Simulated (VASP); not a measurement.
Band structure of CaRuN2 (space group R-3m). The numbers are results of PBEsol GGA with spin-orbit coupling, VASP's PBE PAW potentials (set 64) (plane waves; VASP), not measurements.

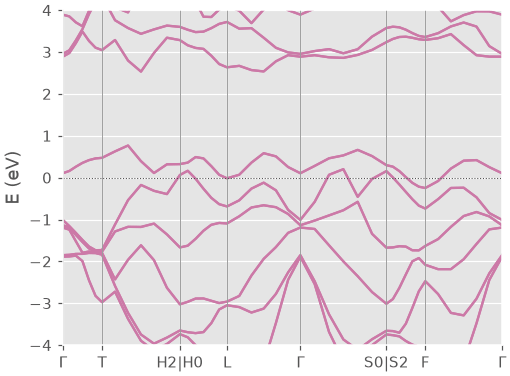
Figure. Bands along high-symmetry lines, zero at the valence-band maximum or, without a gap, the Fermi level

Q: Read the plot: is there a gap, and where are the band edges?

A: It has no gap at this level: it comes out as a metal or semimetal.

The structure comes from a computed database's CaRuN2 entry (R-3m); how it stands against other phases isn't given here. It was relaxed first.
